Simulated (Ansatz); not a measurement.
Run report: GaN2H5Cl, molecular dynamics (part 3 of 3)

The same run, continued: GaN2H5Cl, multiplicity 2; UKS PBE/def2-SVP (Ansatz 0.2.0). It belongs to a series of runs on one base structure; here: dynamics from the highest image of the converged band.

Geometry of the input (Å):
```
Ga 0.0371  0.2525  0.0476
H  0.0289  0.1824  1.7793
N  1.5848  0.4089  -0.9548
H  2.4457  0.5569  -0.4175
H  1.7447  -0.3714  -1.6044
N  -1.5741  -0.0365  -0.8151
H  -2.3928  -0.2070  -0.2220
H  -1.8263  0.6290  -1.5544
Cl -0.0480  -1.4148  2.2012
```

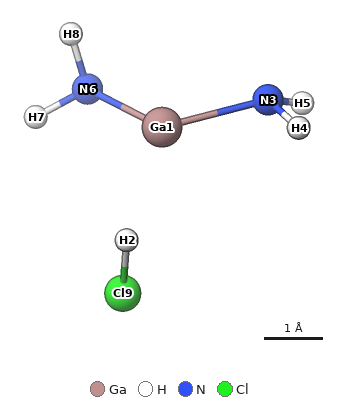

The geometry at step 80 of the log (ball-and-stick view, seen at a tilt; atoms are numbered from 1 in the order of the input).

## The program's output, continued
```
md step   199: t =    99.50 fs  T =   322.0 K  F+E_penalty+E_count = -67932.34134466 eV  E_kin = 0.291334 eV  conserved = -67932.05001068 eV  (33 SCF iters)
these checks for a lower state are left out or cut short: starts, cluster_reference, orbital_swaps, neighbouring_geometries, increment
1184 factors; their error is unknown
mean field evaluation 1600: about -67932.3361 eV, gradient 6.1e-4 eV
mean field -67932.33611197 eV, -2496.4673059238 hartree, gradient 2.2e-5 eV, S^2 0.752296; 0 other end points of the search recorded, 0 dependent functions left out
the calculation of the forces begins
reference -67932.33615210 eV, -2496.4673073984 hartree; 34, 33 occupied and 69, 70 virtual orbitals, 1184 factors
1184 factors; their error is unknown
mean field -67932.33611197 eV, -2496.4673059238 hartree, gradient 2.2e-5 eV, S^2 0.752296; 1 other end points of the search recorded, 0 dependent functions left out
the calculation of the forces begins
reference -67932.33615210 eV, -2496.4673073984 hartree; 34, 33 occupied and 69, 70 virtual orbitals, 1184 factors
md step   200: t =   100.00 fs  T =   316.3 K  F+E_penalty+E_count = -67932.33611197 eV  E_kin = 0.286236 eV  conserved = -67932.04987613 eV  (34 SCF iters)
```

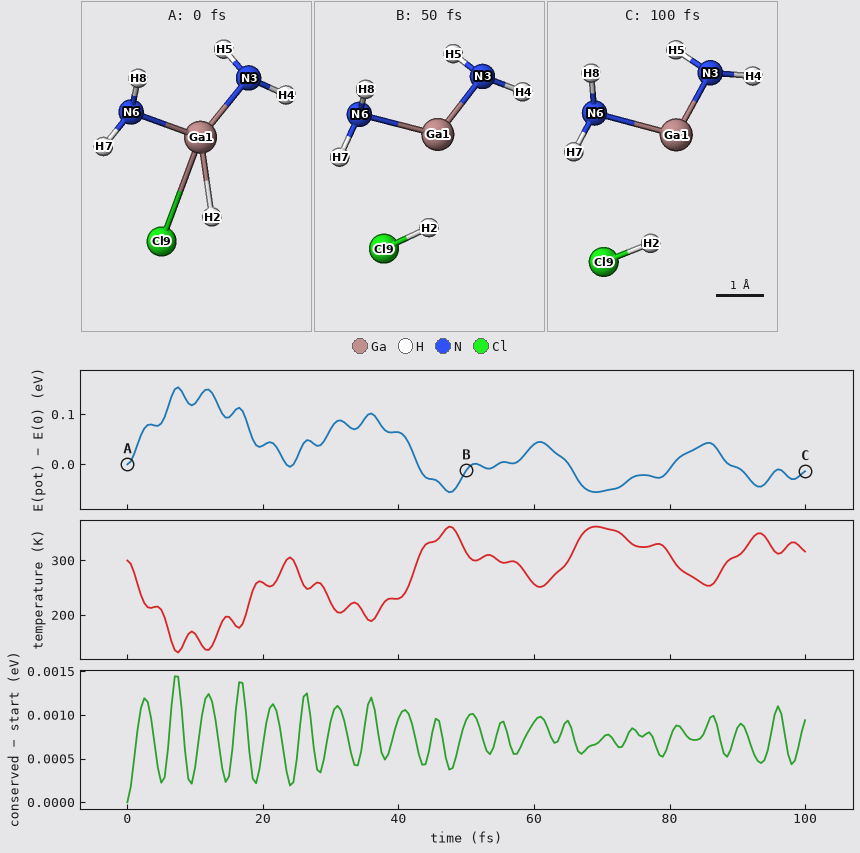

Frames of the molecular dynamics (ball-and-stick, seen at a tilt) above the curves, on which the letters mark them. The trajectory kept here has 201 frames over 100 fs. The temperature starts at 300 K, ranges from 131 to 362 K and averages 309 K over the second half. The potential energy ends 0.014 eV below its first value. The conserved quantity stays within 0.0014 eV. After an unweighted best fit of the last frame on the first, the root-mean-square displacement is 0.43 Å, and H2 has moved furthest (0.73 Å).

```
Total energy: -67932.33615210 eV, -2496.4673073984 hartree
Atom 0 at     0.077081     0.548091    -0.102244 Å, force     0.416091    -0.168974    -0.205007 eV/Å
Atom 1 at     0.066955    -0.559246     2.242450 Å, force     0.030882     0.177494    -0.069889 eV/Å
Atom 2 at     1.561988     0.291023    -1.227739 Å, force    -0.435620     0.432794     0.293118 eV/Å
Atom 3 at     2.520570     0.604739    -1.015433 Å, force    -0.328135    -0.350769    -0.115256 eV/Å
Atom 4 at     1.487623    -0.594302    -1.738618 Å, force     0.433735    -0.049924    -0.020239 eV/Å
Atom 5 at    -1.452653    -0.317653    -0.803566 Å, force    -0.904510     0.298861     0.511095 eV/Å
Atom 6 at    -2.232075    -0.286698    -0.079391 Å, force     0.746045    -0.060074    -1.166958 eV/Å
Atom 7 at    -1.801250     0.056137    -1.718527 Å, force     0.061700    -0.170023     0.734509 eV/Å
Atom 8 at    -0.166743    -1.793847     2.607427 Å, force    -0.020188    -0.109385     0.038626 eV/Å
Dipole moment:    -0.003149     0.247686    -0.235694 e Å
```

## Trajectory as extended XYZ (Å, eV, eV/Å), 11 of the 201 frames kept, from step=0 to step=200
```
9
Properties=species:S:1:pos:R:3:forces:R:3 step=0 time_fs=0.0 energy=-67932.32226 temperature=300.0
Ga    0.0371    0.2525    0.0476   -0.0005   0.0003   0.0004
H     0.0289    0.1824    1.7793    0.0000   0.0003  -0.0006
N     1.5848    0.4089   -0.9548   -0.0005   0.0002   0.0006
H     2.4457    0.5569   -0.4175    0.0006   0.0002  -0.0002
H     1.7447   -0.3714   -1.6044    0.0003  -0.0004  -0.0006
N    -1.5741   -0.0365   -0.8151   -0.0009  -0.0001  -0.0003
H    -2.3928   -0.2070   -0.2220    0.0004  -0.0001   0.0001
H    -1.8263    0.6290   -1.5544    0.0006   0.0000   0.0001
Cl   -0.0480   -1.4148    2.2012    0.0000  -0.0005   0.0003
9
Properties=species:S:1:pos:R:3:forces:R:3 step=20 time_fs=10.0 energy=-67932.20044 temperature=165.8
Ga    0.0500    0.2688    0.0314   -1.0095   0.5404  -0.1785
H     0.0566    0.0294    1.7335   -0.0579   0.1146   0.3488
N     1.5805    0.4014   -0.9267    0.1848  -0.2681  -0.8614
H     2.4858    0.6783   -0.5515    0.1002  -0.0564   0.2461
H     1.6729   -0.4512   -1.4948    0.3321   0.1347  -0.1465
N    -1.6010   -0.0464   -0.8162    0.4727   0.1906  -0.1705
H    -2.2897   -0.3048   -0.1118   -0.4376  -0.0712   0.0761
H    -2.0349    0.5819   -1.5230    0.4373  -0.2682   0.4967
Cl   -0.0578   -1.4327    2.2204   -0.0221  -0.3163   0.1892
9
Properties=species:S:1:pos:R:3:forces:R:3 step=40 time_fs=20.0 energy=-67932.28496 temperature=259.5
Ga    0.0505    0.2918    0.0135   -0.5794   0.5745   0.3195
H     0.0362   -0.0565    1.9565   -0.0214  -0.1394  -0.1816
N     1.6004    0.3815   -0.9472    0.3939  -0.2943  -0.7138
H     2.4615    0.7269   -0.5226    0.0454   0.0757   0.2606
H     1.8430   -0.4436   -1.5147   -0.0925   0.1090  -0.0239
N    -1.6024   -0.0730   -0.7894   -0.1562   0.5379  -0.8749
H    -2.3121   -0.3877   -0.1328   -0.2960  -0.1471   0.3343
H    -2.0704    0.6226   -1.4288    0.7207  -0.5921   0.6192
Cl   -0.0681   -1.4575    2.2443   -0.0145  -0.1242   0.2605
9
Properties=species:S:1:pos:R:3:forces:R:3 step=60 time_fs=30.0 energy=-67932.25156 temperature=222.9
Ga    0.0438    0.3222   -0.0012    0.6550   0.1548  -0.1589
H     0.0020   -0.1506    2.0511    0.0438   0.1331  -0.1159
N     1.6471    0.3555   -1.0009   -0.7741   0.1159   0.1895
H     2.3662    0.7365   -0.3866    0.4803  -0.0524  -0.0957
H     2.0087   -0.4053   -1.5941   -0.1341   0.0660   0.2413
N    -1.5996   -0.1174   -0.7587    0.1651   1.0135  -1.3891
H    -2.3375   -0.4479   -0.1458   -0.4343   0.0732   0.3174
H    -1.9224    0.7204   -1.3279    0.0426  -1.1263   0.7005
Cl   -0.0790   -1.4892    2.2756   -0.0443  -0.3778   0.3109
9
Properties=species:S:1:pos:R:3:forces:R:3 step=80 time_fs=40.0 energy=-67932.25785 temperature=229.9
Ga    0.0450    0.3549   -0.0174    0.9502   0.0061  -0.1777
H     0.0008   -0.2092    2.0364    0.0374   0.1015  -0.0558
N     1.6636    0.3489   -1.0297   -0.2973  -0.0762   0.2360
H     2.4392    0.6485   -0.4319    0.1036   0.2313   0.1108
H     2.0504   -0.4350   -1.5833   -0.5521   0.0005   0.0849
N    -1.5947   -0.1654   -0.7539   -0.7551   1.3805  -1.2439
H    -2.3537   -0.3810   -0.1031   -0.0051  -0.2341   0.4523
H    -1.9842    0.7001   -1.2526    0.5461  -1.1451   0.3578
Cl   -0.0909   -1.5283    2.3148   -0.0277  -0.2645   0.2355
9
Properties=species:S:1:pos:R:3:forces:R:3 step=100 time_fs=50.0 energy=-67932.33450 temperature=314.6
Ga    0.0579    0.3875   -0.0359    0.1174   0.0835  -0.1696
H     0.0301   -0.2492    1.9639   -0.0345  -0.3338   0.0446
N     1.6566    0.3522   -1.0290   -0.8686  -0.1922  -0.1581
H     2.5111    0.6303   -0.5442    0.1747  -0.1574   0.0294
H     1.7587   -0.5427   -1.5363    0.2933   0.2551   0.1177
N    -1.6127   -0.1976   -0.7697    0.4105   1.0366  -0.7710
H    -2.1868   -0.3905    0.0571   -0.5134   0.0690  -0.0573
H    -2.0663    0.5634   -1.3672    0.4003  -1.0323   0.9413
Cl   -0.1034   -1.5722    2.3600    0.0204   0.2715   0.0231
9
Properties=species:S:1:pos:R:3:forces:R:3 step=120 time_fs=60.0 energy=-67932.28218 temperature=256.7
Ga    0.0719    0.4216   -0.0561   -0.9939   0.2674   0.3935
H     0.0481   -0.3859    1.9023    0.0214   0.3618  -0.0604
N     1.6144    0.3511   -1.0308    0.4522  -0.6980  -0.8787
H     2.5583    0.5058   -0.6666   -0.0868   0.2348   0.3092
H     1.6457   -0.5740   -1.4940    0.0494   0.1998  -0.1797
N    -1.5925   -0.2219   -0.7735   -0.6317   0.8042  -0.5069
H    -2.2098   -0.3808    0.0385    0.0570  -0.1900   0.0418
H    -2.2136    0.3685   -1.4133    1.1769  -0.5677   0.6578
Cl   -0.1160   -1.6154    2.4078   -0.0444  -0.4122   0.2234
9
Properties=species:S:1:pos:R:3:forces:R:3 step=140 time_fs=70.0 energy=-67932.37635 temperature=360.6
Ga    0.0735    0.4579   -0.0717   -0.7936  -0.1749   0.3669
H     0.0535   -0.4426    1.8692   -0.0398  -0.1718   0.1917
N     1.5960    0.3207   -1.0775    0.3057  -0.0428  -0.3546
H     2.4833    0.5092   -0.5962   -0.0394  -0.0929  -0.1693
H     1.6453   -0.5407   -1.6399    0.1923   0.1071   0.0554
N    -1.5553   -0.2396   -0.7565   -0.2032   0.6147  -0.8637
H    -2.2232   -0.4970   -0.0120   -0.0054   0.1842  -0.2610
H    -2.0541    0.2889   -1.5352    0.5522  -0.6458   1.1365
Cl   -0.1288   -1.6618    2.4582    0.0311   0.2222  -0.1019
9
Properties=species:S:1:pos:R:3:forces:R:3 step=160 time_fs=80.0 energy=-67932.33186 temperature=311.4
Ga    0.0653    0.4921   -0.0827    0.5803  -0.3309   0.1324
H     0.0468   -0.5005    1.9408   -0.0131  -0.1518   0.1531
N     1.5940    0.2885   -1.1468    0.0529   0.3819   0.3910
H     2.4474    0.4983   -0.6099   -0.0282  -0.0198  -0.3158
H     1.7654   -0.4877   -1.7981   -0.1865  -0.0479   0.1744
N    -1.4930   -0.2547   -0.7403   -1.3290   0.1406  -1.0519
H    -2.2844   -0.5419   -0.1241    0.5832   0.3576  -0.2952
H    -1.8958    0.2345   -1.5887    0.3147  -0.5527   0.9174
Cl   -0.1414   -1.7070    2.5084    0.0257   0.2230  -0.1055
9
Properties=species:S:1:pos:R:3:forces:R:3 step=180 time_fs=90.0 energy=-67932.32862 temperature=308.0
Ga    0.0639    0.5219   -0.0921    1.1959  -0.1926  -0.0328
H     0.0497   -0.5504    2.0896    0.0870   0.4523  -0.1404
N     1.5870    0.2794   -1.1983    0.0514   0.3248   0.3766
H     2.5059    0.5189   -0.7936   -0.3073   0.0583  -0.1070
H     1.7237   -0.5148   -1.8383   -0.2978  -0.0482   0.1838
N    -1.4537   -0.2799   -0.7577   -1.8132  -0.0565  -0.6889
H    -2.2830   -0.4493   -0.1290    0.8799   0.2734  -0.5564
H    -1.8244    0.1531   -1.6460    0.2787  -0.4180   0.8071
Cl   -0.1541   -1.7508    2.5579   -0.0746  -0.3935   0.1581
9
Properties=species:S:1:pos:R:3:forces:R:3 step=200 time_fs=100.0 energy=-67932.33611 temperature=316.3
Ga    0.0771    0.5481   -0.1022    0.4161  -0.1690  -0.2050
H     0.0670   -0.5592    2.2424    0.0309   0.1775  -0.0699
N     1.5620    0.2910   -1.2277   -0.4356   0.4328   0.2931
H     2.5206    0.6047   -1.0154   -0.3281  -0.3508  -0.1153
H     1.4876   -0.5943   -1.7386    0.4337  -0.0499  -0.0202
N    -1.4527   -0.3177   -0.8036   -0.9045   0.2989   0.5111
H    -2.2321   -0.2867   -0.0794    0.7460  -0.0601  -1.1670
H    -1.8012    0.0561   -1.7185    0.0617  -0.1700   0.7345
Cl   -0.1667   -1.7938    2.6074   -0.0202  -0.1094   0.0386
```
